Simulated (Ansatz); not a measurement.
Consider Bi₄C.

```
Bi C
1.0
     5.10223    0.00000    0.00000
     0.00000    5.10223    0.00000
     0.00000    0.00000    5.10223
Bi C
4 1
Direct
  0.50000 0.00000 0.00000
  0.00000 0.50000 0.00000
  0.00000 0.00000 0.50000
  0.50000 0.50000 0.50000
  0.00000 0.00000 0.00000
```

Space group Pm-3m; a structure generated by program, which may or may not match a known phase.

These are results of DFT PBE, scalar-relativistic, plane waves, PAW (Ansatz 0.2.0), not measurements.

What will maps of the valence pseudo-density and electron localisation function show?

Answer. Bi–C (2.55 Å): ρ is about 0.38 e/Å³ halfway; the ELF peaks at about 0.80 in the valence shell of C, 0.7 Å from its nucleus, and drops to about 0.30 between the two atoms.

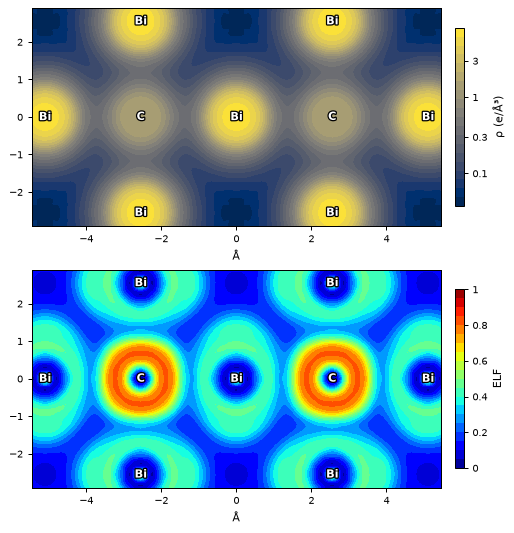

Computed valence pseudo-density and electron localisation function on the (001) plane of the conventional cell, in this order. 
